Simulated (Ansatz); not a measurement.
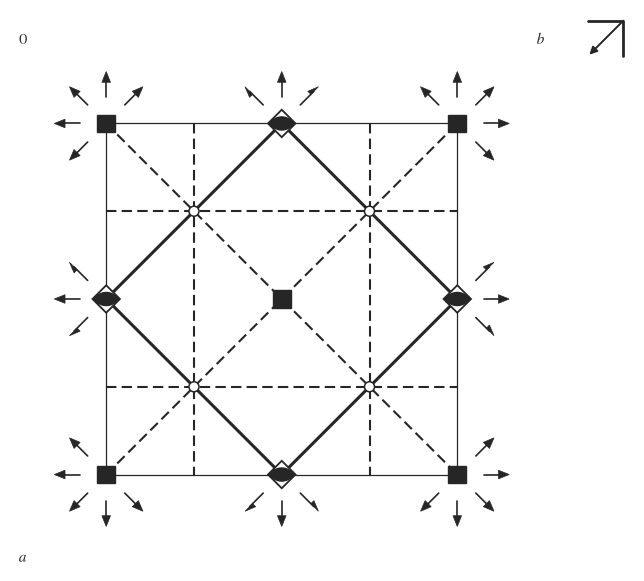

Symmetry elements of a space group, projected down c, computed from the operations of a computed or model structure of composition Li4Os, which need not be its known form.

Graphical symbols as in the International Tables (origin upper left, heights as fractions; handed screw axes are marked by their printed symbols).

### Which space group is it?

No. 125, P4/nbm, origin choice 1; primitive tetragonal, point group 4/mmm, 16 general positions a cell.

### List the elements shown.

−4 axes along c at (0, 1/2; inversion point at height 0), (1/2, 0; inversion point at height 0); 4 axes along c at (0, 0), (1/2, 1/2); inversion centres at (1/4, 1/4), (1/4, 3/4), (3/4, 1/4), (3/4, 3/4); in-plane glide planes holding c and [1 1 0] or [−1 1 0]; mirror planes holding c and [1 1 0] or [−1 1 0]; b glide planes normal to a, at x = 1/4, 3/4; a glide planes normal to b, at y = 1/4, 3/4; an n glide plane normal to c at height 0; 2 axes along [1 1 0] at height 0; 2 axes along [−1 1 0] at height 0; 2 axes along a at height 0; 2 axes along b at height 0; 2₁ axes along [1 1 0] at height 0; 2₁ axes along [−1 1 0] at height 0. Heights repeat every half period; positions are (a, b) fractions, modulo 1.

### Write the general positions (in any order).

x, y, z; −y, x, z; −x, −y, z; y, −x, z; x, −y, −z; −y, −x, −z; −x, y, −z; y, x, −z; −x+1/2, −y+1/2, −z; y+1/2, −x+1/2, −z; x+1/2, y+1/2, −z; −y+1/2, x+1/2, −z; −x+1/2, y+1/2, z; y+1/2, x+1/2, z; x+1/2, −y+1/2, z; −y+1/2, −x+1/2, z
